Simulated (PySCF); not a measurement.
**BrMnO$_{3}$: what the electrons do**

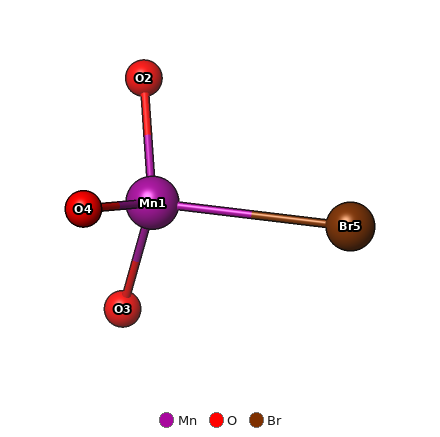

The molecule, with its atoms numbered as below. No frequency check shows the geometry to be a minimum.

Coordinates in Å:

```
Mn1     -0.7886    0.0004   -0.0002
O2      -1.1804    0.8855   -1.1018
O3      -1.1756   -1.4009   -0.2154
O4      -1.1811    0.5117    1.3171
Br5      1.3718    0.0006    0.0002
```

Part 1: Bonding charge

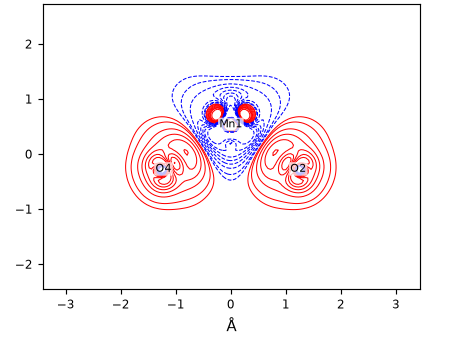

Deformation density (molecule less spherical, spin-averaged free atoms) in the plane of Mn1, O2 and O4; contours at ±0.05 to ±0.8 e/Å³; solid red lines: gain, dashed blue lines: loss.

Method: ωB97X/def2-TZVP; geometry: GFN2-xTB; program: PySCF. This is a single-reference result, which may miss multireference character in this system.

How much density has each bond in this plane gained at its critical point, relative to the free atoms?

Answer. Mn1–O2 and Mn1–O4: +0.31 e/Å³ at the bond critical point (bond length 1.47 Å, Mayer order 1.8). In all, 1.5 electrons gather in the regions of gain relative to the promolecule.

Part 2: Bond critical points

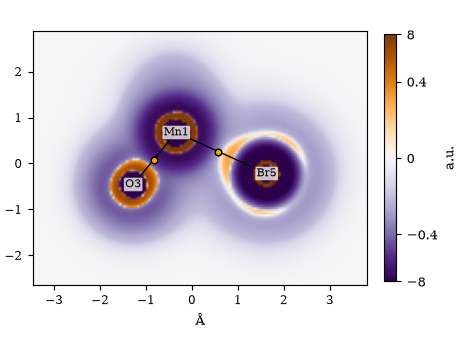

Negative Laplacian of the density (−∇²ρ) in the plane of Mn1, O3 and Br5 (orange positive, purple negative, colour scale in a.u., logarithmic beyond ±0.04), with bond paths and bond critical points (dots).

At which bond critical points in this plane is charge locally concentrated, and at which depleted?

Answer. At none is it concentrated. Depleted (∇²ρ > 0): Mn1–O3 (+1.42 a.u., H = −0.302); Mn1–Br5 (+0.12 a.u., H = −0.055). A positive Laplacian with negative H is typical of metal–ligand bonds.

Where along Mn1–Br5 does the critical point lie?

Answer. 1.00 Å from Mn1 and 1.16 Å from Br5.

Part 3: Electrostatic potential

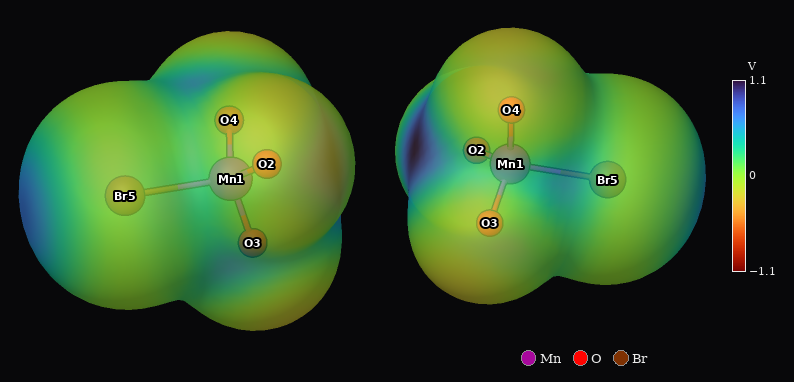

Electrostatic potential on the surface of electron density 0.001 a.u. (back view left, front view right).

Where are the extremes of the potential on the surface?

Answer. Highest: 1.07 V, off the Mn1–O4 bond (2.1 Å from its atoms). Further maxima include 0.76 V, 2.1 Å from Br5; 0.55 V, off the Mn1–O4 bond (2.1 to 2.3 Å from its atoms), and at like points elsewhere. Lowest: −0.24 V, 1.7 Å from O3. Further minima include −0.03 V, 2.2 Å from Br5, and at like points elsewhere. The surface is sampled at points, so like sites can differ by a few per cent and only the strongest of them is named.

Does Br5 carry a σ-hole?

Answer. Yes: a local maximum of +0.76 V lies on the extension of the Mn1–Br5 bond.

What volume does the surface enclose, and what is the dipole moment?

Answer. About 101 Å³; the dipole moment is 0.2 D.
